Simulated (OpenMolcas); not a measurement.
Run report: CH5OSn, spin-orbit calculation (part 3 of 4)

Continued. System: CH5OSn, multiplicity 2, SMILES [CH3][SnH][OH]. Method: CASPT2/ANO-RCC-VDZ, DKH2 (OpenMolcas 26.06). The geometry comes from this level: GFN2-xTB.

Geometry of the input (Å):
```
C  -0.8756  0.9651  -0.0714
Sn 1.2684  0.0698  0.2650
O  0.8175  -1.9076  0.4907
H  -0.8148  2.0133  -0.3326
H  -1.4480  0.8262  0.8398
H  -1.2971  0.3868  -0.8849
H  2.2449  -0.1545  -1.3592
H  0.1046  -2.1991  1.0527
```

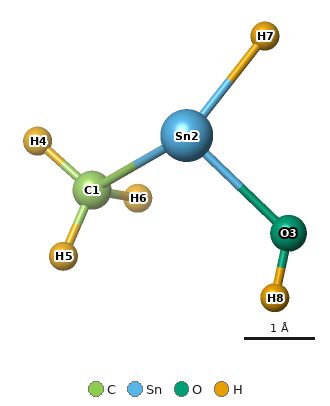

**Figure 1.** The structure as given in the input (ball-and-stick view, seen at a tilt; atoms are numbered from 1 in the order of the input). Sticks mark near contacts.

### Log, continued
```
      Natural orbitals and occupation numbers for root  1
      sym 1:   1.949456   1.019674   0.999771   0.050808   0.980291

      ************************************************************************************************************************
      *                                                    Final results                                                     *
      ************************************************************************************************************************

++    Final optimization conditions:
      ------------------------------

      Average CI energy                           -6287.92404594
      RASSCF energy for state  1                  -6287.92404594
      Super-CI energy                                -0.00000000
      RASSCF energy change                           -0.00000000
      Max change in MO coefficients              -1.939E-04
      Max non-diagonal density matrix element     1.290E-04
      Maximum BLB matrix element                  5.933E-06
      (orbital pair  31,  36 in symmetry   1)
      Norm of electronic gradient            2.939E-05
--

      Final state energy(ies):
      ------------------------

::    RASSCF root number  1 Total energy:  -6287.92404594
      Von Neumann Entropy (Root   1) =  1.67038

      Mulliken population analysis for root number:  1
      -----------------------------------------------

++    Molecular charges:
      ------------------

      Mulliken charges per centre
      ---------------------------

                C1      SN2     O3      H4      H5      H6      H7      H8
      Total    6.3239 49.4751  8.9210  0.8635  0.8802  0.8530  1.0200  0.6634

      N-E     -0.3239  0.5249 -0.9210  0.1365  0.1198  0.1470 -0.0200  0.3366

      Total electronic charge=   69.000000

      Total            charge=   -0.000000
--

      Expectation values of various properties for root number:  1
      -----------------------------------------------------------

++    Molecular properties:
      ---------------------

      Charge (e):
                      =   -0.0000
      Dipole Moment (debye):
      Origin of the operator (angstrom)=    1.0032   -0.0633    0.2489
                   X= -3.4053E+00               Y=  3.8063E+00               Z=  6.1882E-01           Total=  5.1445E+00
      Quadrupole Moment (debye*angstrom):
      Origin of the operator (angstrom)=    1.0032   -0.0633    0.2489
                  XX= -3.8167E+01              XY=  1.6844E+00              XZ= -1.6670E+00              YY= -4.8397E+01
                  YZ= -9.6696E-01              ZZ= -4.2378E+01
      In traceless form (debye*angstrom)
                  XX=  7.2202E+00              XY=  2.5265E+00              XZ= -2.5005E+00              YY= -8.1246E+00
                  YZ= -1.4504E+00              ZZ=  9.0436E-01
--

      Mulliken spin population analysis for root number:  1
      ---------------------------------------------------

++    Molecular charges:
      ------------------

      Mulliken spin population per centre
      ---------------------------

                C1      SN2     O3      H4      H5      H6      H7      H8
      Total    0.8030  1.5852  0.0160  0.0093  0.0289  0.0126  0.5587 -0.0137

      Total electronic spin=    3.000000
--

      LoProp population analysis for root number:  1
      -----------------------------------------------

++    LoProp analysis:
      ----------------

++    Static properties:
      ------------------

      LoProp Charges per center

                   C1       SN2      O3       H4       H5       H6       H7       H8
      Nuclear      6.0000  50.0000   8.0000   1.0000   1.0000   1.0000   1.0000   1.0000
      Electronic  -6.3652 -49.4699  -8.8493  -0.8598  -0.8742  -0.8595  -1.0231  -0.6991

      Total       -0.3652   0.5301  -0.8493   0.1402   0.1258   0.1405  -0.0231   0.3009
--

      Natural Bond Order analysis for root number:  1

++    Natural Bond Order analysis
      ---------------------------
      Based on LoProp computed density
      -------------------------------------------------------------------------------------
      Atom A       Atom B       Bond Order
      -------------------------------------------------------------------------------------
      NBO located      0.997 non-bonded electrons on atom C1
      NBO located      0.919 non-bonded electrons on atom SN2
      NBO located      0.991 non-bonded electrons on atom SN2
      NBO located      0.994 non-bonded electrons on atom SN2
      NBO located      0.996 non-bonded electrons on atom SN2
      NBO located      0.996 non-bonded electrons on atom SN2
      NBO located      1.000 non-bonded electrons on atom SN2
      NBO located      0.998 non-bonded electrons on atom SN2
      NBO located      0.998 non-bonded electrons on atom SN2
      NBO located      0.998 non-bonded electrons on atom SN2
      NBO located      0.999 non-bonded electrons on atom SN2
      NBO located      0.999 non-bonded electrons on atom SN2
      NBO located      1.000 non-bonded electrons on atom SN2
      NBO located      1.000 non-bonded electrons on atom SN2
      NBO located      1.000 non-bonded electrons on atom SN2
      NBO located      1.000 non-bonded electrons on atom SN2
      NBO located      1.000 non-bonded electrons on atom SN2
      NBO located      1.000 non-bonded electrons on atom SN2
      NBO located      1.000 non-bonded electrons on atom SN2
      NBO located      1.000 non-bonded electrons on atom SN2
      NBO located      1.000 non-bonded electrons on atom SN2
      NBO located      1.000 non-bonded electrons on atom SN2
      NBO located      1.000 non-bonded electrons on atom SN2
      NBO located      1.000 non-bonded electrons on atom SN2
      NBO located      1.000 non-bonded electrons on atom SN2
      NBO located      0.999 non-bonded electrons on atom O3
      NBO located      0.912 non-bonded electrons on atom O3
      The remaining    8.331 electrons are to be considered as diffuse
--

--

      Average orbitals are written to the RASORB file
      Natural orbitals for root   1 are written to the RASORB.1 file
      Spin density orbitals for root   1 are written to the SPDORB.1 file

--- Stop Module: rasscf /rc=_RC_ALL_IS_WELL_ ---
--- Module rasscf spent 3 seconds ---

--- Start Module: caspt2 ---

                                              &CASPT2

                       available to each process: 1.9 GB of memory, 1 thread

++    Wave function specifications:
      -----------------------------

      Number of closed shell electrons          24
      Number of electrons in active shells       5
      Max number of holes in RAS1 space          0
      Max number of electrons in RAS3 space      0
      Number of inactive orbitals               12
      Number of active orbitals                  5
      Number of secondary orbitals              22
      Spin quantum number                      1.5
      State symmetry                             1
      Number of CSFs                            24
      Number of CASSCF root(s) available         1
      CASPT2 state passed to geometry opt.       1
      A file JOBMIX will be created
      This is a CASSCF or RASSCF reference function
--

++    Orbital specifications:
      -----------------------

      Symmetry species                           1
                                                 a
      Frozen orbitals                           20
      Inactive orbitals                         12
      Active orbitals                            5
      Secondary orbitals                        22
      Deleted orbitals                           0
      Number of basis functions                 59
--

++    CASPT2 specifications:
      ----------------------

      Type of calculation                        SS-CASPT2
      Fock operator                              state-specific
      IPEA shift                                 0.25
      Real shift                                 0.00
      Imaginary shift                            0.00
      Sigma^1 regularizer                        0.20
      The input orbitals will be transformed to quasi-canonical
--

--------------------------------------------------------------------------------
 Estimated memory requirements:
  POLY3 :                   251480
  RHS:                      283417
  SIGMA :                   310720
  PRPCTL:                        0
 Available workspace:    232488328

++ CASPT2 computation for group   1

********************************************************************************
 Multi-State initialization phase begins for group   1
--------------------------------------------------------------------------------
********************************************************************************
 Compute H0 matrices for state    1
--------------------------------------------------------------------------------
--------------------------------------------------------------------------------
 H0 matrices have been computed.

********************************************************************************
  CASPT2 EQUATION SOLUTION
--------------------------------------------------------------------------------

  Total nr of CASPT2 parameters:
   Before reduction:      105245
   After  reduction:       99984

 Variance of |WF0>:       0.6745861233

 The contributions to the second order correlation energy in atomic units.
-----------------------------------------------------------------------------------------------------------------------------
  IT.      VJTU        VJTI        ATVX        AIVX        VJAI        BVAT        BJAT        BJAI        TOTAL       RNORM
-----------------------------------------------------------------------------------------------------------------------------
   1    -0.001277   -0.000963   -0.005593   -0.010496   -0.017441   -0.005637   -0.032954   -0.176414   -0.250774    0.003658
   2    -0.001306   -0.000978   -0.005660   -0.010574   -0.017508   -0.005676   -0.033028   -0.176521   -0.251250    0.000537
   3    -0.001307   -0.000978   -0.005662   -0.010578   -0.017510   -0.005678   -0.033021   -0.176514   -0.251248    0.000100
   4    -0.001307   -0.000978   -0.005661   -0.010576   -0.017508   -0.005677   -0.033019   -0.176511   -0.251237    0.000018
   5    -0.001307   -0.000978   -0.005661   -0.010576   -0.017508   -0.005677   -0.033019   -0.176511   -0.251237    0.000003
-----------------------------------------------------------------------------------------------------------------------------

  FINAL CASPT2 RESULT:

      Reference energy:       -6287.9240459414
      E2 (Non-variational):      -0.2512376850
      Shift correction:          -0.0001214120
      E2 (Variational):          -0.2513590970
      Total energy:           -6288.1754050385
      Residual norm:              0.0000005134
      Reference weight:           0.90439

      Contributions to the CASPT2 correlation energy
      Active & Virtual Only:         -0.0113377082
      One Inactive Excited:          -0.0449022397
      Two Inactive Excited:          -0.1949977372

++ Denominators, etc.
--------------------------------------------------------------------------------------------------------------
 Report on small energy denominators, large coefficients, and large energy contributions.
CASE  SYMM ACTIVE-MIX  NON-ACTIVE INDICES          DENOMINATOR     RHS VALUE       COEFFICIENT     CONTRIBUTION
VJTU     1  Mu1.0001  In1.031                       0.22874904     -0.00093241      0.00568360     -0.00000530
VJTU     1  Mu1.0001  In1.032                       0.20330841      0.00004657     -0.00044992     -0.00000002
ATVX     1  Mu1.0001  Se1.038                       0.10051681      0.00019380     -0.00088053     -0.00000017
ATVX     1  Mu1.0002  Se1.038                       0.27960158     -0.00009753      0.00116473     -0.00000011
ATVX     1  Mu1.0001  Se1.039                       0.14444661     -0.00077587      0.00372690     -0.00000289
ATVX     1  Mu1.0001  Se1.040                       0.19488148      0.00018241     -0.00065389     -0.00000012
ATVX     1  Mu1.0001  Se1.041                       0.21039793     -0.00005440      0.00036108     -0.00000002
ATVX     1  Mu1.0001  Se1.042                       0.21933849      0.00034977     -0.00150521     -0.00000053
BJAIM    1  Se1.050 In1.031 Se1.052 In1.032         2.63198266      0.07822607     -0.02982835     -0.00233335
--

   (Skipping property calculation,
    use PROP keyword to activate)
--

  Total CASPT2 energies:
::    CASPT2 Root  1     Total energy:  -6288.17540504

  A NEW JOBIPH FILE NAMED 'JOBMIX' IS PREPARED.
********************************************************************************
--- Stop Module: caspt2 /rc=_RC_ALL_IS_WELL_ ---

>>> COPY step7.JobMix JOB002

--- Start Module: rassi ---

                                               &RASSI

                       available to each process: 1.9 GB of memory, 1 thread

      ********************************************************************************
      *                             General data section                             *
      ********************************************************************************

   Specific data for JOBIPH file JOB001
   -------------------------------------

   Header from SEWARD:

   CASSCF title (first line only):
       (No title given)

  STATE IRREP:                1
  SPIN MULTIPLICITY:          2
  ACTIVE ELECTRONS:           5
  MAX RAS1 HOLES:             0
  MAX RAS3 ELECTRONS:         0
  NR OF CONFIG:              75

   Specific data for JOBIPH file JOB002
   -------------------------------------

   Header from SEWARD:

   CASSCF title (first line only):
       (No title given)

  STATE IRREP:                1
  SPIN MULTIPLICITY:          4
  ACTIVE ELECTRONS:           5
  MAX RAS1 HOLES:             0
  MAX RAS3 ELECTRONS:         0
  NR OF CONFIG:              24
 ###############################################################################
 ###    WARNING: EJOB used when HEFF is available, possible                  ###
 ###    extra interaction between states is ignored!                         ###
 ###############################################################################

   The following data are common to all the states:
   ------------------------------------------------
   (note: frozen counts as inactive, deleted as secondary)

      Nr of irreps: 1

                 Total     No./Irrep
      Irrep                  1
                             a

      INACTIVE      32      32
      ACTIVE         5       5
      SECONDARY     22      22
      BASIS         59      59

      RAS1           0       0
      RAS2           5       5
      RAS3           0       0

        MATRIX ELEMENTS WILL BE COMPUTED FOR THE FOLLOWING ONE-ELECTRON OPERATORS, UNLESS ZERO BY SYMMETRY.
   (Herm=Hermitian, Anti=Antihermitian, Sing=Singlet operator, Trip=Triplet operator)
     MLTPL  0   1 (HERMSING)     MLTPL  0   1 (ANTITRIP)     MLTPL  1   1 (HERMSING)
     MLTPL  1   1 (ANTITRIP)     MLTPL  1   2 (HERMSING)     MLTPL  1   2 (ANTITRIP)
     MLTPL  1   3 (HERMSING)     MLTPL  1   3 (ANTITRIP)     MLTPL  2   1 (HERMSING)
     MLTPL  2   2 (HERMSING)     MLTPL  2   3 (HERMSING)     MLTPL  2   4 (HERMSING)
     MLTPL  2   5 (HERMSING)     MLTPL  2   6 (HERMSING)     VELOCITY   1 (ANTISING)
     VELOCITY   2 (ANTISING)     VELOCITY   3 (ANTISING)     ANGMOM     1 (ANTISING)
     ANGMOM     2 (ANTISING)     ANGMOM     3 (ANTISING)     MLTPV  2   1 (ANTISING)
     MLTPV  2   2 (ANTISING)     MLTPV  2   3 (ANTISING)     MLTPV  2   4 (ANTISING)
     MLTPV  2   5 (ANTISING)     MLTPV  2   6 (ANTISING)     AMFI       1 (ANTITRIP)
     AMFI       2 (ANTITRIP)     AMFI       3 (ANTITRIP)

       EIGENSTATES OF A SPIN-FREE HAMILTONIAN WILL BE COMPUTED BASED ON:

  a Hamiltonian matrix assumed to be diagonal with energies read from the wavefunction file(s).

  SO coupling elements will be added.
```
